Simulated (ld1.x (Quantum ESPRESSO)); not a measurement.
Pseudopotential generation, with input and output: B

System: boron (B, Z = 5), core [He], reference valence 2s2 2p1, valence charge 3.
Method: ultrasoft potential, PBE, scalar-relativistic, made with ld1.x (Quantum ESPRESSO) 7.5.

### The input
```
 &input
   title='B', zed=5., rel=1, dft='PBE', iswitch=3,
   config='[He] 2s2 2p1 3d-2',
   nld=3, rlderiv=4.70, eminld=-3.0, emaxld=5.0, deld=0.02
 /
 &inputp
   pseudotype=3, tm=.true., lloc=2,
   nlcc=.true., new_core_ps=.true., rcore=1.25,
   which_augfun='PSQ', rmatch_augfun=1.20,
   file_pseudopw='B.UPF', file_wfcaegen='ae.wfc', file_wfcncgen='nc.wfc', file_beta='beta', file_chi='chi', file_wfcusgen='us.wfc'
 /
5
2S  1  0   2.00   0.00  1.10  1.50  0.0
2S  1  0   0.00  -0.15  1.10  1.50  0.0
2P  2  1   1.00   0.00  3.80  4.35  0.0
2P  2  1   0.00   0.15  3.80  4.35  0.0
3D  3  2  -2.00   0.15  3.70  3.70  0.0
 &test
   configts(1)='2s2 2p1'
 /
```

### Input of the test run
```
 &input
   title='B', zed=5., rel=1, dft='PBE', iswitch=2,
   config='[He] 2s2 2p1 3d-2'
 /
 &test
   file_pseudo='B.UPF', nconf=8,
   configts(1)='2s2 2p1',
   configts(2)='2s2 2p0',
   configts(3)='2s1 2p0',
   configts(4)='2s2 2p0.5',
   configts(5)='2s1 2p2',
   configts(6)='2s2 2p1.3',
   configts(7)='2s1 2p1',
   configts(8)='2s0 2p3'
 /
```

Command:
```bash
ld1.x < B.in > B.out
```

### Log
```
     Program LD1 v.7.5
     --------------------------- All-electron run ----------------------------

     B
     scalar relativistic calculation

     atomic number is  5.00
     dft =PBE   lsd =0 sic =0 latt =0  beta=0.20 tr2=1.0E-14
     Exchange-correlation= PBE
                           (   1   4   3   4   0   0   0)
     mesh =1059 r(mesh) = 101.04461 a.u. xmin = -7.00 dx = 0.01250
     1 Ry =  13.60569312 eV, c = 137.03599908

     n l     nl                  e(Ry)          e(Ha)          e(eV)
     1 0     1S 1( 2.00)       -13.2731        -6.6366      -180.5900
     2 0     2S 1( 2.00)        -0.6941        -0.3470        -9.4431
     2 1     2P 1( 1.00)        -0.2651        -0.1326        -3.6070

     final scf error:  7.5E-15 reached in  32 iterations

     Etot =     -49.206684 Ry,     -24.603342 Ha,    -669.491037 eV

     Ekin =      49.037301 Ry,      24.518651 Ha,     667.186471 eV
     Encl =    -113.771076 Ry,     -56.885538 Ha,   -1547.934352 eV
     Eh   =      23.125741 Ry,      11.562870 Ha,     314.641731 eV
     Exc  =      -7.598649 Ry,      -3.799325 Ha,    -103.384887 eV

     normalization and overlap integrals

     s(1S/1S) =  1.000000  <r> =   0.3294  <r2> =    0.1474  r(max) =   0.2103
     s(2S/2S) =  1.000000  <r> =   1.9516  <r2> =    4.5978  r(max) =   1.5152
     s(2P/2P) =  1.000000  <r> =   2.3015  <r2> =    6.8902  r(max) =   1.5731

     ------------------------ End of All-electron run ------------------------

     --------------------- Generating US pseudopotential ---------------------

      Generating local pot.: lloc=2, matching radius rcloc =   3.7000

      Computing core charge for nlcc:

       r > 1.26 : true rho core
      Core charge pseudized with two Bessel functions
      Integrated core pseudo-charge :   0.13
      Wfc-us  2S rcutus= 1.515  Estimated cut-off energy=    19.34 Ry
      Wfc-us  2S rcutus= 1.515  Estimated cut-off energy=    20.33 Ry
      Wfc-us  2P rcutus= 4.330  Estimated cut-off energy=     4.40 Ry
      Wfc-us  2P rcutus= 4.330  Estimated cut-off energy=     8.73 Ry

     Q pseudized with Bessel functions
     Expected ecutrho=     166.8785 due to l1=  1   l2=  1

     ------------------- End of pseudopotential generation -------------------

     --------------------------- All-electron run ----------------------------

     B
     scalar relativistic calculation

     atomic number is  5.00
     dft =PBE   lsd =0 sic =0 latt =0  beta=0.20 tr2=1.0E-14
     Exchange-correlation= PBE
                           (   1   4   3   4   0   0   0)
     mesh =1059 r(mesh) = 101.04461 a.u. xmin = -7.00 dx = 0.01250
     1 Ry =  13.60569312 eV, c = 137.03599908

     n l     nl                  e(Ry)          e(Ha)          e(eV)
     1 0     1S 1( 2.00)       -13.2731        -6.6366      -180.5900
     2 0     2S 1( 2.00)        -0.6941        -0.3470        -9.4431
     2 1     2P 1( 1.00)        -0.2651        -0.1326        -3.6070

     final scf error:  7.5E-15 reached in  32 iterations

     Etot =     -49.206684 Ry,     -24.603342 Ha,    -669.491037 eV

     Ekin =      49.037301 Ry,      24.518651 Ha,     667.186471 eV
     Encl =    -113.771076 Ry,     -56.885538 Ha,   -1547.934352 eV
     Eh   =      23.125741 Ry,      11.562870 Ha,     314.641731 eV
     Exc  =      -7.598649 Ry,      -3.799325 Ha,    -103.384887 eV

     normalization and overlap integrals

     s(1S/1S) =  1.000000  <r> =   0.3294  <r2> =    0.1474  r(max) =   0.2103
     s(2S/2S) =  1.000000  <r> =   1.9516  <r2> =    4.5978  r(max) =   1.5152
     s(2P/2P) =  1.000000  <r> =   2.3015  <r2> =    6.8902  r(max) =   1.5731

     ------------------------ End of All-electron run ------------------------

     Computing logarithmic derivative in   4.69657
     Computing logarithmic derivative in   4.69657
     Computing the partial wave expansion
     R is outside the sphere for l=    0 j= 0.00
     R is outside the sphere for l=    0 j= 0.00
     R is outside the sphere for l=    1 j= 0.00
     R is outside the sphere for l=    1 j= 0.00
       no projector for channel:   2

     ---------------------- Testing the pseudopotential ----------------------

     B
     scalar relativistic calculation

     atomic number is  5.00   valence charge is  3.00
     dft =PBE   lsd =0 sic =0 latt =0  beta=0.20 tr2=1.0E-14
     mesh =1059 r(mesh) = 101.04461 xmin = -7.00 dx = 0.01250

     n l     nl             e AE (Ry)        e PS (Ry)    De AE-PS (Ry)
     1 0     2S   1( 2.00)       -0.69405       -0.69405       -0.00000
     2 1     2P   1( 1.00)       -0.26511       -0.26511        0.00000

     eps = 1.7E-17  iter =  3

     Etot =     -49.206684 Ry,     -24.603342 Ha,    -669.491037 eV
     Etotps =    -5.284758 Ry,      -2.642379 Ha,     -71.902798 eV

     Ekin =       1.443197 Ry,       0.721599 Ha,      19.635700 eV
     Encl =      -9.467004 Ry,      -4.733502 Ha,    -128.805144 eV
     Ehrt =       3.992876 Ry,       1.996438 Ha,      54.325840 eV
     Ecxc =      -1.736701 Ry,      -0.868350 Ha,     -23.629018 eV
     (Ecc =      -0.085353 Ry,      -0.042676 Ha,      -1.161284 eV)
     Epseu=       0.482873 Ry,       0.241437 Ha,       6.569824 eV

     ---------------------- End of pseudopotential test ----------------------
```

### Output of the test run (extracts)
```
     ---------------------- Testing the pseudopotential ----------------------

     B
     scalar relativistic calculation

     atomic number is  5.00   valence charge is  3.00
     dft =PBE   lsd =0 sic =0 latt =0  beta=0.20 tr2=1.0E-14
     mesh =1059 r(mesh) = 101.04461 xmin = -7.00 dx = 0.01250

     n l     nl             e AE (Ry)        e PS (Ry)    De AE-PS (Ry)
     1 0     2S   1( 2.00)       -0.69405       -0.69405       -0.00000
     2 1     2P   1( 1.00)       -0.26511       -0.26511        0.00000

     eps = 1.6E-17  iter =  3

     Etot =     -49.206684 Ry,     -24.603342 Ha,    -669.491038 eV
     Etotps =    -5.284758 Ry,      -2.642379 Ha,     -71.902798 eV

     Ekin =       1.443197 Ry,       0.721599 Ha,      19.635700 eV
     Encl =      -9.467004 Ry,      -4.733502 Ha,    -128.805144 eV
     Ehrt =       3.992876 Ry,       1.996438 Ha,      54.325840 eV
     Ecxc =      -1.736701 Ry,      -0.868350 Ha,     -23.629018 eV
     (Ecc =      -0.085353 Ry,      -0.042676 Ha,      -1.161284 eV)
     Epseu=       0.482873 Ry,       0.241437 Ha,       6.569824 eV

     ---------------------- End of pseudopotential test ----------------------

     ---------------------- Testing the pseudopotential ----------------------

     B
     scalar relativistic calculation

     atomic number is  5.00   valence charge is  3.00
     dft =PBE   lsd =0 sic =0 latt =0  beta=0.20 tr2=1.0E-14
     mesh =1059 r(mesh) = 101.04461 xmin = -7.00 dx = 0.01250

     n l     nl             e AE (Ry)        e PS (Ry)    De AE-PS (Ry)
     1 0     2S   1( 2.00)       -1.43403       -1.43368       -0.00035
     2 1     2P   1( 0.00)       -0.98227       -0.97233       -0.00994  !

     eps = 3.4E-15  iter =  7

     Etot =     -48.602552 Ry,     -24.301276 Ha,    -661.271411 eV
     Etotps =    -4.681155 Ry,      -2.340577 Ha,     -63.690354 eV
     dEtot_ae =       0.604131 Ry
     dEtot_ps =       0.603603 Ry,   Delta E=       0.000528 Ry

     Ekin =       1.413059 Ry,       0.706530 Ha,      19.225649 eV
     Encl =      -6.827628 Ry,      -3.413814 Ha,     -92.894608 eV
     Ehrt =       2.026299 Ry,       1.013150 Ha,      27.569207 eV
     Ecxc =      -1.210834 Ry,      -0.605417 Ha,     -16.474229 eV
     (Ecc =      -0.085353 Ry,      -0.042676 Ha,      -1.161284 eV)
     Epseu=      -0.082052 Ry,      -0.041026 Ha,      -1.116374 eV

     ---------------------- End of pseudopotential test ----------------------

     ---------------------- Testing the pseudopotential ----------------------

     B
     scalar relativistic calculation

     atomic number is  5.00   valence charge is  3.00
     dft =PBE   lsd =0 sic =0 latt =0  beta=0.20 tr2=1.0E-14
     mesh =1059 r(mesh) = 101.04461 xmin = -7.00 dx = 0.01250

     n l     nl             e AE (Ry)        e PS (Ry)    De AE-PS (Ry)
     1 0     2S   1( 1.00)       -2.31339       -2.30895       -0.00445
     2 1     2P   1( 0.00)       -1.87356       -1.81784       -0.05572  !

     eps = 7.8E-18  iter =  8

     Etot =     -46.734041 Ry,     -23.367020 Ha,    -635.849013 eV
     Etotps =    -2.814155 Ry,      -1.407077 Ha,     -38.288528 eV
     dEtot_ae =       2.472643 Ry
     dEtot_ps =       2.470603 Ry,   Delta E=       0.002040 Ry

     Ekin =       0.849022 Ry,       0.424511 Ha,      11.551540 eV
     Encl =      -3.555939 Ry,      -1.777970 Ha,     -48.381016 eV
     Ehrt =       0.545265 Ry,       0.272632 Ha,       7.418707 eV
     Ecxc =      -0.592821 Ry,      -0.296411 Ha,      -8.065745 eV
     (Ecc =      -0.085353 Ry,      -0.042676 Ha,      -1.161284 eV)
     Epseu=      -0.059682 Ry,      -0.029841 Ha,      -0.812014 eV

     ---------------------- End of pseudopotential test ----------------------
```

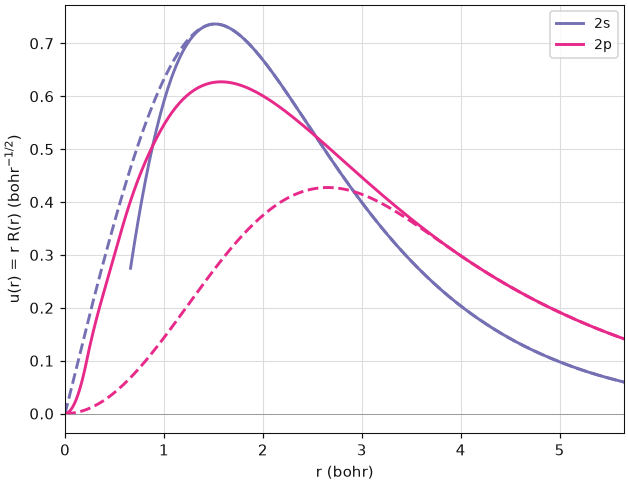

Figure 1. Pseudo-waves (dashed) against the all-electron radial functions (solid). The innermost oscillations of some all-electron curves aren't drawn. Reference configuration 2s2 2p1.

- Matching radii: 2s at 1.50 bohr; 2p at 4.35 bohr. The curves merge smoothly, so the plot gives these only roughly.
- Nodes of the pseudo-waves: 2s has no node; 2p has no node.
- Cutoffs needed: 6 Ry or less (loose) and 12 Ry (tight), as the cutoffs, on a coarse ladder, from which the occupation-weighted sum of valence levels, in a spherical-Bessel basis at the reference potential, stays within 10 and 1 mRy of its value at 400 Ry.

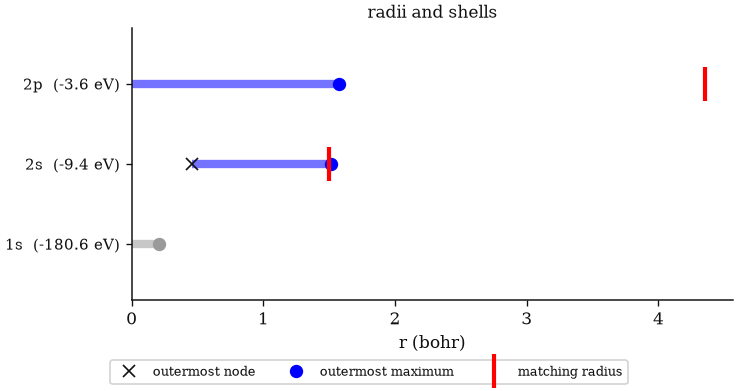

Figure 2. Outer shells of the all-electron reference atom: each bar runs from the outermost node (or the nucleus) to the outermost maximum of u(r); the tick is the radius chosen for the pseudo-wave. Shells without a tick have no pseudo-wave of their own. Levels, nodes and maxima are from ld1.x, scalar-relativistic.

- Radii against the shells: 2s: 1.50 bohr, between node and maximum; 2p: 4.35 bohr, outside the maximum.

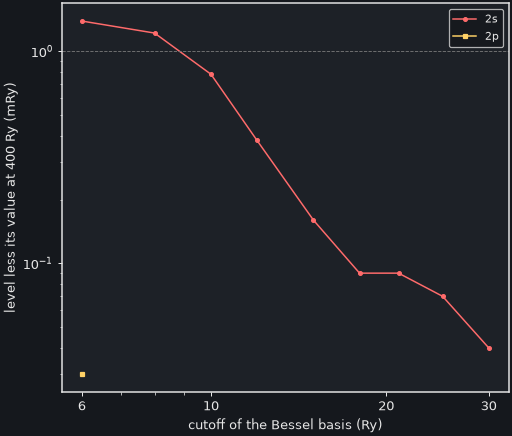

Figure 3. The pseudo-atom Hamiltonian at the reference potential is diagonalised in spherical Bessel functions (20 bohr box) up to the cutoff. Curves: distance of each valence level from its value at 400 Ry.

- Hardest occupied shell: 2s: its level needs 10 Ry to come within 1 mRy, against 6 Ry or less for 2p.
- Cutoffs for 10 and 1 mRy in the occupation-weighted sum of levels: 6 Ry or less and 12 Ry, on the ladder of cutoffs that was run.
- Cutoffs from which each level stays within 1 mRy: 2s: 10 Ry; 2p: 6 Ry or less.

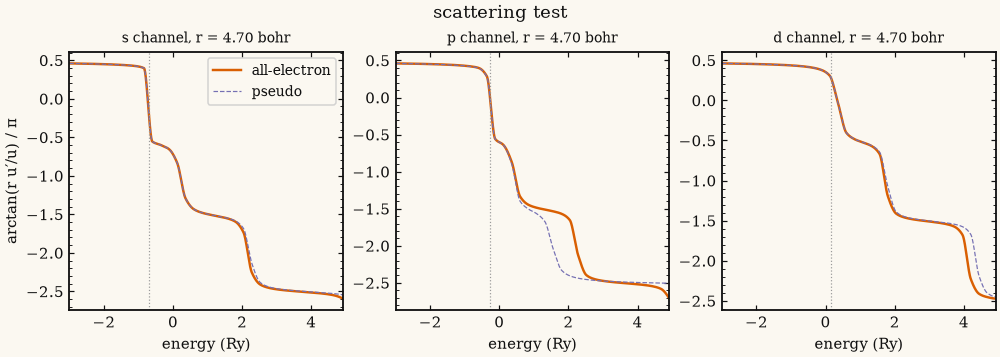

Figure 4. Unwrapped phase arctan(r u′/u) in units of π against energy, all-electron (solid) and pseudo (dashed); the pseudo phase is matched to the all-electron one at the reference energy. Here u = r R(r). A near-vertical step is a level narrower than the spacing of the points behind the curves. The dotted line marks the reference energy of the channel.

- First channel to depart above its reference energy: the p channel: its phase error passes 0.05 rad 0.6 Ry above its reference energy, against 1.4 Ry for d.
- Range over which the phases agree within 0.05 rad: s: up to about 1.9 Ry; p: up to about 0.3 Ry; d: up to about 1.5 Ry.

### Summary

- outcome: generated
- cutoffs needed: 6 Ry or less and 12 Ry (the cutoffs, on a coarse ladder, from which the occupation-weighted sum of valence levels, in a spherical-Bessel basis at the reference potential, stays within 10 and 1 mRy of its value at 400 Ry); ghost states and empty shells don't enter this sum
- ghost test: no ghost state below the valence levels in the s, p, d, f channels (spherical-Bessel basis up to 400 Ry, 20 bohr box)
- configuration tests: test run stopped at test 3 of 7 (negative rho)
- lowest eigenvalue of the overlap operator S in a Bessel basis (separate test): 0.14 (p channel)
- density cutoff estimated by the generator: 167 Ry
- largest excitation error among the tests solved: +28 meV (all-electron minus pseudo) for 2s1 2p0
- range over which the phases arctan(r u′/u) at the test radius agree within 0.05 rad (a looser test near the poles than one of phase shifts): s: up to about 1.9 Ry; p: up to about 0.3 Ry; d: up to about 1.5 Ry
- hardware: 1 CPU thread, shared host
- wall time: 1.1 s
